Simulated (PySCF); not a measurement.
Consider C5H7FSSi (SMILES C#CC/C(=C/F)S[SiH3]).

Input

```
{"job": {"kind": "uv", "xc": "CAM-B3LYP", "basis": "def2-SVPD", "nstates": 8, "ntriplets": 3}, "charge": 0, "multiplicity": 1}
C     -3.320486    -1.312077     0.170458
C     -2.356396    -1.010861    -0.471059
C     -1.205556    -0.657639    -1.274457
C     -0.072203    -0.039931    -0.496826
C     -0.142965     0.126586     0.815585
F      0.854375     0.677213     1.551098
S      1.282699     0.403921    -1.537242
Si     2.874327     1.162619    -0.275472
H     -4.166617    -1.575614     0.731534
H     -1.512596     0.045180    -2.055764
H     -0.828428    -1.553432    -1.778493
H     -0.989068    -0.158085     1.420425
H      3.276219     0.106721     0.638222
H      3.871032     1.395412    -1.312360
H      2.431249     2.397977     0.346784
```

Launched as:

```sh
OMP_NUM_THREADS=1 python probes_run.py task.json out
```

Geometry: GFN2-xTB.

Theory: CAM-B3LYP/def2-SVPD, SCF density, gas phase in PySCF.

Predict the electron density and electron localisation function between the atoms.

C–C (1.20 Å): ρ at the midpoint is about 2.7 e/Å³; the ELF peaks at about 0.85 between the atoms (a short, multiple covalent bond).
C–F (1.36 Å): the density is about 2.2 e/Å³ at the midpoint, with its minimum of 1.6 e/Å³ about 0.5 Å from C; the ELF peaks at about 0.85 between the atoms (a polar covalent bond).
C–S (1.77 Å): ρ is about 1.3 e/Å³ halfway; the ELF peaks at about 0.95 between the atoms, as expected for localised, covalent bonding.
Si–S (2.17 Å): the density is about 0.79 e/Å³ at the midpoint; the ELF peaks at about 0.95 between the atoms: localised, covalent bonding.

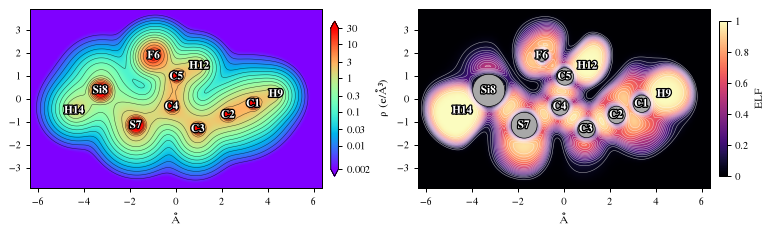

Computed electron density and electron localisation function on the plane of atoms C3, C4 and C5, in this order. Grey discs cover the atomic cores in the ELF map. 
